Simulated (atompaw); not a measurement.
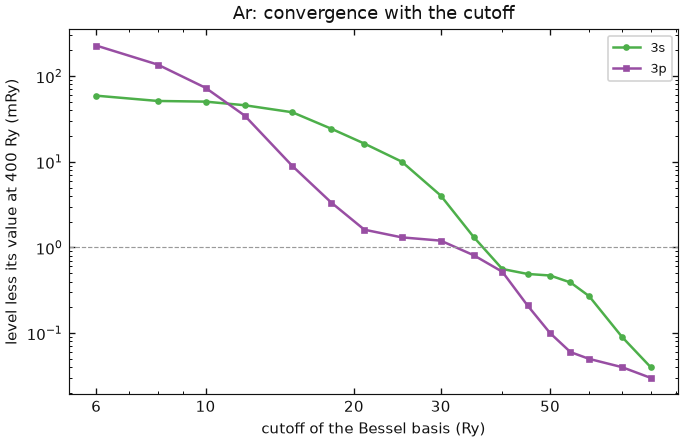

The pseudo-atom Hamiltonian at the reference potential is diagonalised in spherical Bessel functions (20 bohr box) up to the cutoff. Curves: distance of each valence level from its value at 400 Ry.

Input of atompaw 4.2.0.5:

```
Ar 18
LDA-PW scalarrelativistic loggrid 1500 logderivrange -4 5 226
3 3 0 0 0 0
0 0 0
c
c
v
c
v
2
1.25 1.05 0.95 0.95
y
-0.4
n
y
-0.4
n
y
-0.05
n
custom polynom gramschmidtortho gaussian
bessel
1.25
1.25
1.25
1.25
1.05
```

Command:
```bash
atompaw < Ar.input > Ar.log
```

Functional and relativity: LDA (PW92), scalar-relativistic.

**At which cutoff does each level come within 1 mRy for good?**

3s: 40 Ry; 3p: 35 Ry.

**From which cutoff is the occupation-weighted sum of levels good to 10 mRy, and to 1 mRy?**

35 Ry and 60 Ry, on the ladder of cutoffs that was run.
